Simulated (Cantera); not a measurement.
Charge: 1 mol SiC, 0.064 mol O₂, a varied amount of N₂, 1.6 mol CO₂, equilibrated at 2173 K and 1.20 bar.

Equilibrium computed with Cantera from the NASA thermochemical tables; the gas is ideal and each condensed phase is pure. Candidate condensed phases: C, Si, SiC, SiO₂, Si₂N₂O, Si₃N₄; 34 gas species. The tables' values for SiN are old estimates; treat these amounts as uncertain. Kinetics and transport are ignored.

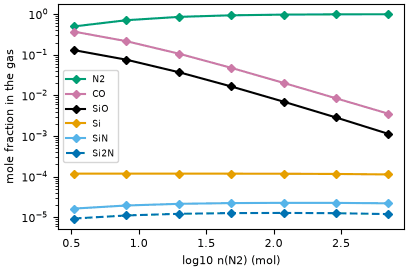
Figure. Equilibrium gas composition (values under 1e-9 drawn at 1e-9)

**Question.** Read off the mole fractions at 290 mol N₂.

**Answer.** N₂ about 0.99, CO about 0.0085, SiO about 0.0029, Si about 0.00012, SiN about 2.3e-5, Si₂N about 1.3e-5.
